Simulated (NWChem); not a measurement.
**PBE0/def2-TZVPP run of AlH3S (SMILES [AlH2][SH])**

Aim: the vertical ionisation energy of AlH3S at PBE0/def2-TZVPP, from 2 runs. 

The results are computed with NWChem 7.3.0.

2 further runs of the same task are left out: 2 that didn't finish.

### Step 1. The structure to begin with

The species is AlH3S (5 atoms), meant as a singlet with charge 0. As SMILES, `[AlH2][SH]`. Geometry: relaxed at PBE0-D4/def2-TZVP.

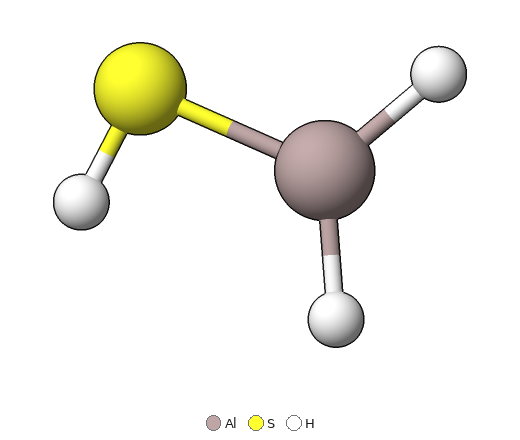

Viewed from a chosen angle; aluminium light grey, sulfur yellow, hydrogen white.

### Step 2. The energy at PBE0/def2-TZVPP

alh3s.nw reads:

```
START alh3s
TITLE "AlH3S PBE0"
memory total 2200 mb
GEOMETRY units angstrom noautosym nocenter noautoz
  Al   -0.616100   -0.064200   -0.181700
  S     1.129100   -0.343100    1.096600
  H    -1.981700   -0.650100    0.351100
  H    -0.441100    0.696000   -1.556400
  H     1.959700    0.287800    0.249000
END
BASIS spherical bse
  Al library def2-TZVPP
  S library def2-TZVPP
  H library def2-TZVPP
END
DFT
  xc pbe0
  grid fine
  convergence energy 1e-08
  maxiter 100
  mulliken
  print low
END
TASK dft energy
```

Run with:

```console
$ nwchem alh3s.nw > alh3s.out
```

The log of the run:

```text
[...]
 d= 0,ls=0.0,diis     1   -642.1838532919 -7.16D+02  3.63D-03  5.37D-01     2.5
[...]
 d= 0,ls=0.0,diis     8   -642.2125906566  1.52D-11  1.35D-06  9.80D-08    14.7
         Total DFT energy =     -642.212590656611
      One electron energy =    -1036.159457986580
           Coulomb energy =      365.337169146857
    Exchange-Corr. energy =      -45.205206894959
 Nuclear repulsion energy =       73.814905078071
[...]
      Total Density - Mulliken Population Analysis
     ---------------------------------------------
    Atom       Charge   Shell Charges
 -----------   ------   -------------------------------------------------------
    1 Al  13    12.56   2.00  0.64  1.33  0.85  0.23  2.94  2.22  0.87  0.97  0.27  0.00  0.11  0.11  0.03
    2 S   16    16.28   2.01  0.47  1.48  1.09  0.74  4.19  1.67  0.94  2.40  1.23  0.00  0.02  0.04  0.00
    3 H    1     1.14   0.23  0.56  0.34  0.00  0.01  0.00
    4 H    1     1.14   0.23  0.55  0.34  0.00  0.01  0.00
    5 H    1     0.89   0.23  0.48  0.12  0.01  0.05  0.00
[...]
```

Run time: 15 s. Hardware: 1 thread of Intel Xeon 6975P-C (Granite Rapids), shared host; peak memory 0.11 GiB.

### Step 3. The doublet cation at the same level

nw.nw reads:

```
start nw
title "AlH3S"
memory 2200 mb
charge 1

geometry units angstroms noautosym nocenter noautoz
  Al   -0.616100   -0.064200   -0.181700
  S     1.129100   -0.343100    1.096600
  H    -1.981700   -0.650100    0.351100
  H    -0.441100    0.696000   -1.556400
  H     1.959700    0.287800    0.249000
end

basis "ao basis" spherical bse
  * library def2-TZVPP
end

dft
  xc pbe0
  mult 2
  grid fine
  convergence energy 1e-08
  maxiter 100
  mulliken
  print low
end

task dft energy
```

Run with:

```console
$ nwchem nw.nw > nw.out
```

The log of the run:

```text
[...]
 d= 0,ls=0.0,diis     1   -641.5492686255 -7.15D+02  7.80D-03  1.14D+00     3.2
[...]
 d= 0,ls=0.0,diis    13   -641.8370243252 -4.37D-09  1.73D-07  2.09D-10    36.8
[...]
         Total DFT energy =     -641.837024325223
      One electron energy =    -1027.356716640604
           Coulomb energy =      356.647581796568
    Exchange-Corr. energy =      -44.942794559259
 Nuclear repulsion energy =       73.814905078071
[...]
      Total Density - Mulliken Population Analysis
     ---------------------------------------------
    Atom       Charge   Shell Charges
 -----------   ------   -------------------------------------------------------
    1 Al  13    12.44   2.00  0.64  1.33  0.93  0.22  2.94  2.22  0.87  0.96  0.16  0.00  0.10  0.06  0.03
    2 S   16    15.66   2.01  0.48  1.48  1.18  0.70  4.18  1.67  0.90  2.29  0.70  0.00  0.02  0.05  0.00
    3 H    1     1.05   0.22  0.55  0.27  0.00  0.01  0.00
    4 H    1     1.05   0.22  0.55  0.27  0.00  0.01  0.00
    5 H    1     0.79   0.23  0.45  0.06  0.01  0.04  0.00
[...]
      <S2> =      0.7555 (Exact =     0.7500)
[...]
```

It took 38 s on 1 thread of Intel Xeon 6975P-C (Granite Rapids), shared host; peak memory 0.11 GiB.

### Step 4. Outcome

At PBE0/def2-TZVPP:

| quantity | value |
| --- | --- |
| singlet AlH3S: total energy | -642.21259 Eh |
| doublet cation: total energy | -641.83702 Eh |
| doublet cation: ⟨S²⟩ | 0.755 |
| vertical ionisation energy (to the doublet cation) | 10.220 eV |

In words: The vertical ionisation energy comes to 10.22 eV (236 kcal/mol). Mulliken charges (singlet AlH3S) run from -0.28 on S2 to +0.44 on Al1.
